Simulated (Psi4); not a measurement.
# UB3LYP/6-31G(d) (spherical functions) run of SiNH4O (SMILES N[SiH]O)

What is the vertical doublet–quartet gap of SiNH4O at UB3LYP/6-31G* (spherical functions)? 

The results are computed with Psi4 1.11.

6 further runs of the same task are left out: 4 that didn't finish, 2 set aside as unsound or not needed. Runs told in other sessions of the task aren't counted.

**1. The structure to begin with**

SiNH4O has 7 atoms, charge 0, and is taken as a doublet. SMILES: `N[SiH]O`. The coordinates come from a PBE0-D4/def2-TZVP relaxation. This is one conformer, not always the lowest.

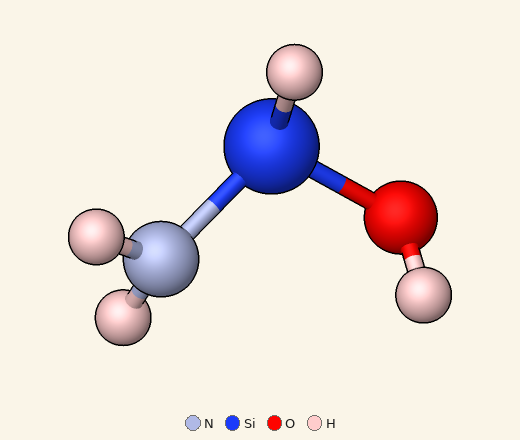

The structure, seen from a chosen angle (nitrogen light blue, silicon blue, oxygen red, hydrogen pink).

**2. The energy at UB3LYP/6-31G(d) (spherical functions)**

input.json reads:

```json
{
 "schema_name": "qcschema_input",
 "schema_version": 1,
 "molecule": {
  "schema_name": "qcschema_molecule",
  "schema_version": 2,
  "symbols": ["N", "Si", "O", "H", "H", "H", "H"],
  "geometry": [-1.31317068, 1.03613683, -1.08697047, 0.55387873, 0.30046645, 1.47644302, 3.06683653, -1.27065185, 0.51079297, -0.67255353, 2.20738909, -2.44681739, -3.1857003, 1.27216363, -0.81806244, -1.13213492, -1.25080972, 3.14582708, 2.79849542, -2.42338478, -0.86738429],
  "molecular_charge": 0,
  "molecular_multiplicity": 2,
  "fix_symmetry": "c1",
  "fix_com": true,
  "fix_orientation": true
 },
 "driver": "energy",
 "model": {
  "method": "b3lyp",
  "basis": "6-31G*"
 },
 "keywords": {
  "reference": "uks",
  "puream": true,
  "e_convergence": 1e-09,
  "d_convergence": 1e-08,
  "scf_type": "pk",
  "dft_radial_points": 99,
  "dft_spherical_points": 590,
  "maxiter": 100
 }
}
```

Launch:

```
$ psi4 --qcschema input.json -n 1 --memory 2200MB
```

stdout:

```text
[...]
  Running in c1 symmetry.
[...]
  Nuclear repulsion =  111.033668838006434
[...]
  Multiplicity = 2
[...]
  Nalpha       = 17
  Nbeta        = 16
[...]
    Number of basis functions: 54
[...]
   @UKS iter   1:  -421.50072812387805   -1.30531e-01   1.75329e-02 DIIS/ADIIS
[...]
   @UKS iter  13:  -421.87229425473953   -1.70530e-13   3.22961e-09 DIIS
[...]
   @S^2 Observed:                7.515895972E-01
[...]
    Orbital Energies [Eh]
    ---------------------
    Alpha Occupied:
       1A    -66.135575     2A    -19.132654     3A    -14.316224
       4A     -5.290632     5A     -3.650741     6A     -3.648670
       7A     -3.647391     8A     -0.994324     9A     -0.857394
      10A     -0.550860    11A     -0.502107    12A     -0.475898
      13A     -0.382949    14A     -0.354236    15A     -0.316446
      16A     -0.291778    17A     -0.179893
    Alpha Virtual:
      18A      0.043899    19A      0.049592    20A      0.118688
      21A      0.130336    22A      0.135886    23A      0.172469
      24A      0.220692    25A      0.252615    26A      0.345336
[...]
  @UKS Final Energy:  -421.87229425473953
   => Energetics <=
    Nuclear Repulsion Energy =            111.0336688380064345
    One-Electron Energy =                -802.6918271513424088
    Two-Electron Energy =                 300.4736074093424349
    DFT Exchange-Correlation Energy =     -30.6877433507459436
    Empirical Dispersion Energy =           0.0000000000000000
    VV10 Nonlocal Energy =                  0.0000000000000000
    Total Energy =                       -421.8722942547395292
  UHF NO Occupations:
  HONO-2 :   15  A 1.9998506
  HONO-1 :   16  A 1.9994523
[...]
 Multipole Moments:
 ------------------------------------------------------------------------------------
     Multipole            Electronic (a.u.)      Nuclear  (a.u.)        Total (a.u.)
 ------------------------------------------------------------------------------------
 L = 1.  Multiply by 2.5417464519 to convert [e a0] to [Debye]
 Dipole X            :        -21.5786655           20.9049064           -0.6737591
 Dipole Y            :         -0.9338528            1.0996315            0.1657787
 Dipole Z            :        -16.8983013           16.1613157           -0.7369856
 Magnitude           :                                                    1.0122163
[...]
```

The result, in JSON:

```text
{
 "driver": "energy",
 "model": {
  "method": "b3lyp",
  "basis": "6-31G*"
 },
 "success": true,
 "return_result": -421.87229425473953,
 "properties": {
  "calcinfo_nbasis": 54,
  "calcinfo_nmo": 54,
  "calcinfo_nalpha": 17,
  "calcinfo_nbeta": 16,
  "calcinfo_natom": 7,
  "nuclear_repulsion_energy": 111.03366883800643,
  "return_energy": -421.87229425473953,
  "scf_one_electron_energy": -802.6918271513424,
  "scf_two_electron_energy": 300.47360740934243,
  "scf_xc_energy": -30.687743350745944,
  "scf_dipole_moment": [-0.6737591364127908, 0.16577871918401332, -0.7369856240799244],
  "scf_total_energy": -421.87229425473953,
  "scf_iterations": 13
 }
}
```

Run time: 11 s. Hardware: 1 thread of Intel Xeon 6975P-C (Granite Rapids), shared host; peak memory 0.79 GiB.

**3. The quartet: energy and forces at UB3LYP/6-31G(d) (spherical functions)**

job.dat reads:

```
memory 2200 mb

molecule {
  0 4
  N     -0.694900     0.548300    -0.575200
  Si     0.293100     0.159000     0.781300
  O      1.622900    -0.672400     0.270300
  H     -0.355900     1.168100    -1.294800
  H     -1.685800     0.673200    -0.432900
  H     -0.599100    -0.661900     1.664700
  H      1.480900    -1.282400    -0.459000
  units angstrom
  symmetry c1
}

set globals {
  basis 6-31G*
  reference uks
  puream true
  e_convergence 1e-09
  d_convergence 1e-08
  scf_type pk
  dft_radial_points 99
  dft_spherical_points 590
  maxiter 100
}

e_tot, wfn = gradient('b3lyp', return_wfn=True)
oeprop(wfn, 'LOWDIN_CHARGES', 'DIPOLE', 'QUADRUPOLE')
```

Launch:

```
$ psi4 -i job.dat -o job.out -n 1
```

job.out, cut to the lines that bear on the results:

```text
[...]
  Running in c1 symmetry.
[...]
  Nuclear repulsion =  111.033668793337753
[...]
  Multiplicity = 4
[...]
  Nalpha       = 18
  Nbeta        = 15
[...]
    Number of basis functions: 54
[...]
   @UKS iter   1:  -421.31461614195240    5.55810e-02   1.47836e-02 ADIIS/DIIS
[...]
   @UKS iter  26:  -421.59827958221757    2.50111e-12   8.47958e-09 DIIS
[...]
   @S^2 Observed:                3.755964275E+00
[...]
  @UKS Final Energy:  -421.59827958221757
   => Energetics <=
    Nuclear Repulsion Energy =            111.0336687933377533
    One-Electron Energy =                -801.2175442854111225
    Two-Electron Energy =                 299.1907467123789388
    DFT Exchange-Correlation Energy =     -30.6051508025231023
    Empirical Dispersion Energy =           0.0000000000000000
    VV10 Nonlocal Energy =                  0.0000000000000000
    Total Energy =                       -421.5982795822175717
  UHF NO Occupations:
  HONO-2 :   16  A 1.0000000
  HONO-1 :   17  A 1.0000000
[...]
  -Total Gradient:
     Atom            X                  Y                   Z
    ------   -----------------  -----------------  -----------------
       1        0.030161576505     0.001874161186     0.052789618892
       2        0.002346977888    -0.029035214756    -0.098262472613
       3       -0.036860530730    -0.007257364186    -0.018256771738
       4       -0.003464548929    -0.008316669361     0.013035185556
       5        0.005959233671    -0.001218494132    -0.000909905029
       6        0.000752564235     0.004213766598     0.000491260846
       7        0.001092773658     0.039750679274     0.051112657768
[...]
 Multipole Moments:
 ------------------------------------------------------------------------------------
     Multipole            Electronic (a.u.)      Nuclear  (a.u.)        Total (a.u.)
 ------------------------------------------------------------------------------------
[...]
```

It took 21 s on 1 thread of Intel Xeon 6975P-C (Granite Rapids), shared host; peak memory 0.79 GiB.

**4. Outcome**

Level: UB3LYP/6-31G* (spherical functions).

| quantity | value |
| --- | --- |
| doublet: total energy | -421.87229 Eh |
| doublet: dipole moment | 2.57 D |
| doublet: HOMO energy (highest over α and β) | -4.90 eV |
| doublet: LUMO energy (lowest over α and β) | -1.83 eV |
| doublet: ⟨S²⟩ | 0.752 |
| quartet: total energy | -421.59828 Eh |
| quartet: dipole moment | 5.08 D |
| quartet: HOMO energy (highest over α and β) | -0.71 eV |
| quartet: ⟨S²⟩ | 3.756 |
| quartet: largest force on an atom | 5.270 eV/Å |
| vertical energy of the quartet above the doublet | 7.456 eV |

In words: At this shape the quartet lies 7.46 eV (172 kcal/mol) above the doublet.
